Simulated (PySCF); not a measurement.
C3H9FSi, SMILES [SiH2](F)C(C)C at its GFN2-xTB optimised geometry (Å):

```
14

C      1.3756    -0.4814     0.0000
C     -0.1524    -0.4814     0.0000
C     -0.6779     0.9554     0.0000
Si    -0.8580    -1.4847     1.4569
F     -2.4650    -1.4899     1.3055
H      1.7654    -1.4956    -0.0477
H      1.7590     0.0723    -0.8560
H      1.7588    -0.0125     0.9040
H     -0.4828    -0.9515    -0.9345
H     -0.3428     1.4872     0.8886
H     -0.3154     1.4956    -0.8740
H     -1.7654     0.9694    -0.0175
H     -0.6150    -0.8528     2.7461
H     -0.4771    -2.8888     1.4023
```

Method: PBE0/def2-TZVP run with PySCF. Cells within 0.4 Å of a nucleus heavier than hydrogen are left out (blank, or x).

Map of the deformation density (molecule minus spherical neutral atoms) (e/bohr³) on the plane z = 0.0 Å:

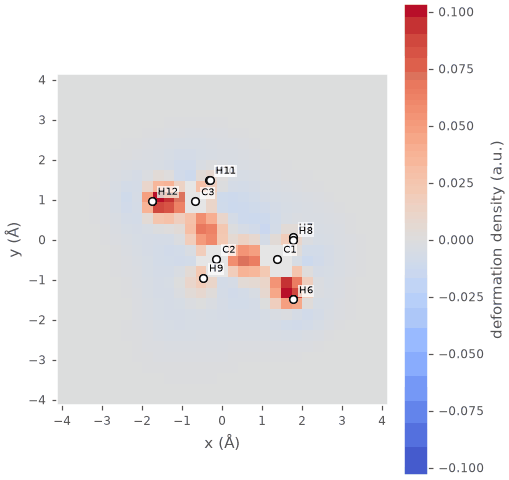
*Deformation density (molecule minus spherical neutral atoms) (e/bohr³) on the plane z = 0.0 Å.*
